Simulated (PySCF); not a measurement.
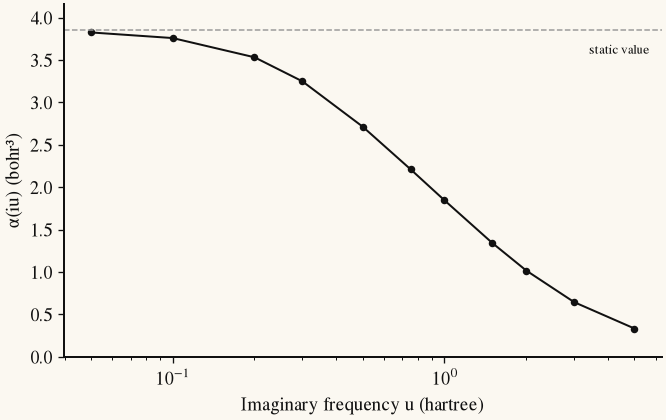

Dipole polarisability at imaginary frequency of an atom or ion with 24 electrons in the configuration [Ar] 3d⁶. Coupled response at the PBE level; PySCF, dyall-av2z, non-relativistic, unrestricted single determinants, no spin-orbit coupling.

Which species is it, and what does the curve give?

Answer. Fe²⁺ (iron, Z = 26). The static dipole polarisability is 3.85 bohr³; α(iu) falls to half of it near u = 0.94 hartree. The Casimir–Polder integral gives C₆ = 11.0 hartree bohr⁶ for two such species.
